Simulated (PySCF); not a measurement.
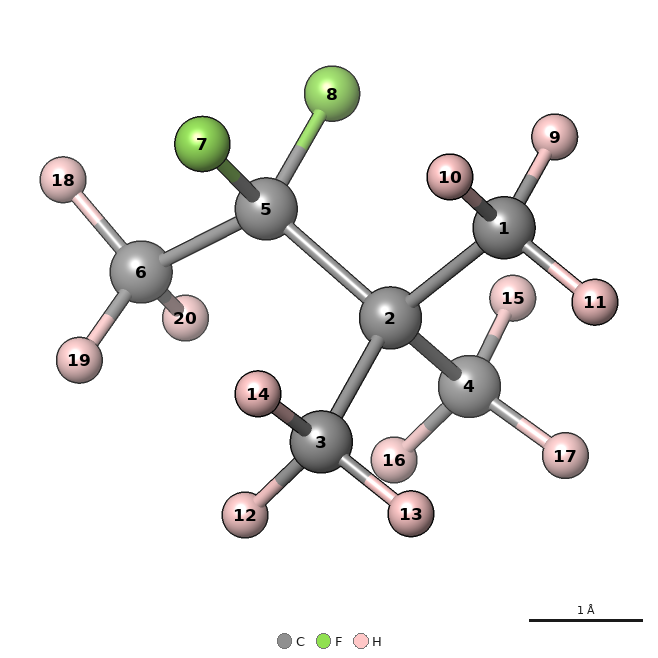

Orthographic view. Distant atoms are faded towards the background colour. The geometry was computed by an optimisation with PBE0-D3(BJ)/def2-SVP. No frequency run is at hand to confirm it as a minimum.

Write a MOL file (V2000) with the atoms in numerical order, bonds sorted by atom number with the orders drawn, and coordinates in the frame of the picture: x right, y up, z towards the viewer, origin at the mean position.

```
C6H12F2
                    3D

 20 19  0  0  0  0  0  0  0  0999 V2000
    1.4000    0.7300    1.0600 C   0  0  0  0  0  0  0  0  0  0  0  0
    0.3900   -0.0700    0.2300 C   0  0  0  0  0  0  0  0  0  0  0  0
   -0.2300   -1.1700    1.1000 C   0  0  0  0  0  0  0  0  0  0  0  0
    1.0900   -0.6800   -0.9800 C   0  0  0  0  0  0  0  0  0  0  0  0
   -0.7200    0.9000   -0.2400 C   0  0  0  0  0  0  0  0  0  0  0  0
   -1.8300    0.3400   -1.0900 C   0  0  0  0  0  0  0  0  0  0  0  0
   -1.2800    1.4800    0.8600 F   0  0  0  0  0  0  0  0  0  0  0  0
   -0.1300    1.9200   -0.9300 F   0  0  0  0  0  0  0  0  0  0  0  0
    1.8400    1.5400    0.4600 H   0  0  0  0  0  0  0  0  0  0  0  0
    0.9100    1.1800    1.9400 H   0  0  0  0  0  0  0  0  0  0  0  0
    2.2000    0.0700    1.4100 H   0  0  0  0  0  0  0  0  0  0  0  0
   -0.9100   -1.8200    0.5200 H   0  0  0  0  0  0  0  0  0  0  0  0
    0.5700   -1.8100    1.5100 H   0  0  0  0  0  0  0  0  0  0  0  0
   -0.7900   -0.7400    1.9400 H   0  0  0  0  0  0  0  0  0  0  0  0
    1.4700    0.1100   -1.6500 H   0  0  0  0  0  0  0  0  0  0  0  0
    0.4200   -1.3300   -1.5600 H   0  0  0  0  0  0  0  0  0  0  0  0
    1.9400   -1.2900   -0.6500 H   0  0  0  0  0  0  0  0  0  0  0  0
   -2.5200    1.1600   -1.3300 H   0  0  0  0  0  0  0  0  0  0  0  0
   -2.3800   -0.4400   -0.5500 H   0  0  0  0  0  0  0  0  0  0  0  0
   -1.4300   -0.0700   -2.0300 H   0  0  0  0  0  0  0  0  0  0  0  0
  1  2  1  0
  1  9  1  0
  1 10  1  0
  1 11  1  0
  2  3  1  0
  2  4  1  0
  2  5  1  0
  3 12  1  0
  3 13  1  0
  3 14  1  0
  4 15  1  0
  4 16  1  0
  4 17  1  0
  5  6  1  0
  5  7  1  0
  5  8  1  0
  6 18  1  0
  6 19  1  0
  6 20  1  0
M  END
```
